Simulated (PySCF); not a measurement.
# MoO2F2 (SMILES [O]=[Mo](=[O])([F])[F]) at PBE/def2-SVP (core potential)

Aim: the vertical singlet–triplet gap of MoO2F2 at PBE/def2-SVP (core potential), from 2 runs. The job is set up through a Python script.

The results are computed with PySCF 2.14.0.

**1. The system as given**

The species is MoO2F2 (5 atoms), meant as a singlet with charge 0. As SMILES, `[O]=[Mo](=[O])([F])[F]`. Geometry: relaxed at PBE0-D4/def2-TZVP.

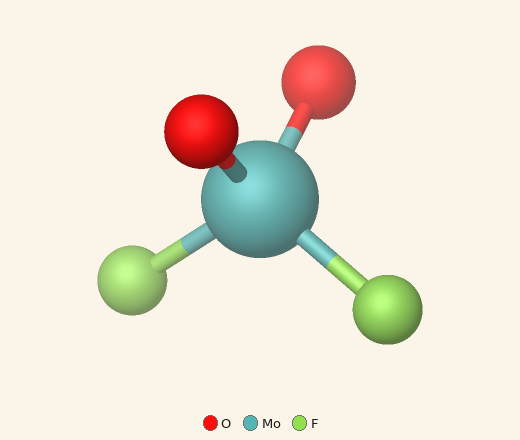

Viewed from a chosen angle; oxygen red, molybdenum teal, fluorine green.

**2. The energy at PBE/def2-SVP (core potential)**

The input, start.xyz:

```xyz
5

O      0.625000    -1.039600     1.161700
Mo     0.005300    -0.015800     0.007500
O     -1.179200     0.880400     0.754700
F     -0.730300    -0.996600    -1.358700
F      1.328900     1.097900    -0.606700
```

The input, input.py:

```python
from pyscf import gto, dft

molecule = gto.Mole()
molecule.atom = 'start.xyz'
molecule.spin = 0
molecule.verbose = 3
molecule.max_memory = 1860
molecule.basis = 'def2-svp'
molecule.ecp = {'Mo': 'def2-svp'}
molecule.build()

mf = dft.RKS(molecule, xc='pbe')
mf.conv_tol = 1e-10
mf.grids.level = 5
mf.kernel()
if not mf.converged:
    mf = mf.newton().run(mf.mo_coeff, mf.mo_occ)

e_final = mf.e_tot
print('Final energy', e_final)
```

The run is started by

```sh
$ OMP_NUM_THREADS=1 python input.py
```

Standard output:

```text
converged SCF energy = -417.972234656499
Final energy -417.9722346564994
```

Run time: 23 s. Hardware: 1 thread of Arm Neoverse V1, shared host; peak memory 0.44 GiB.

**3. The triplet**

The input, input.py:

```python
from pyscf import gto, dft

mol = gto.M(
    atom='''
O    0.625000  -1.039600   1.161700
Mo   0.005300  -0.015800   0.007500
O   -1.179200   0.880400   0.754700
F   -0.730300  -0.996600  -1.358700
F    1.328900   1.097900  -0.606700
''',
    basis='def2-svp',
    verbose=4,
    ecp={'Mo': 'def2-svp'},
    spin=2,
    max_memory=1860,
)

calc0 = dft.UKS(mol, xc='pbe')
calc0.grids.level = 5
calc0.conv_tol = 1e-10
calc0.kernel()
if not calc0.converged:
    calc0 = calc0.newton().run(calc0.mo_coeff, calc0.mo_occ)

etot = calc0.e_tot
print('E = %.10f Eh' % etot)
```

The run is started by

```sh
$ OMP_NUM_THREADS=1 python input.py
```

Standard output:

```text
PySCF version 2.14.0

[... 57 lines left out ...]
[... the frontier-level lines of each cycle are left out ...]
[... 11 lines left out ...]
[... 11 lines left out ...]
[... 11 lines left out ...]
[... 11 lines left out ...]
[... 11 lines left out ...]
[... 5 lines left out ...]

cycle= 12 E= -417.806245245725  delta_E= -1.62e-08  |g|= 2.72e-05  |ddm|= 0.000166


cycle= 13 E= -417.806245246153  delta_E= -4.27e-10  |g|= 6.44e-06  |ddm|= 3.95e-05


cycle= 14 E= -417.806245246172  delta_E= -1.94e-11  |g|= 1.98e-06  |ddm|= 9.12e-06


Extra cycle  E= -417.806245246162  delta_E= 1e-11  |g|= 5.09e-06  |ddm|= 5.3e-06
converged SCF energy = -417.806245246162  <S^2> = 2.0061647  2S+1 = 3.004107
E = -417.8062452462 Eh
```

Wall time 36 s (1 thread of Arm Neoverse V1, shared host); peak memory 0.46 GiB.

**4. Summary of results**

At PBE/def2-SVP (core potential):

| quantity | value |
| --- | --- |
| singlet: total energy | -417.97223 Eh |
| singlet: dipole moment | 1.02 D |
| singlet: HOMO energy | -8.30 eV |
| singlet: LUMO energy | -3.89 eV |
| singlet: HOMO–LUMO gap | 4.41 eV |
| triplet: total energy | -417.80625 Eh |
| triplet: dipole moment | 0.44 D |
| triplet: HOMO energy (highest over α and β) | -3.64 eV |
| triplet: ⟨S²⟩ | 2.006 |
| vertical energy of the triplet above the singlet | 4.517 eV |

In words: At this shape the triplet lies 4.52 eV (436 kJ/mol) above the singlet. Mulliken charges (singlet) run from -0.29 on F4 to +1.14 on Mo2.
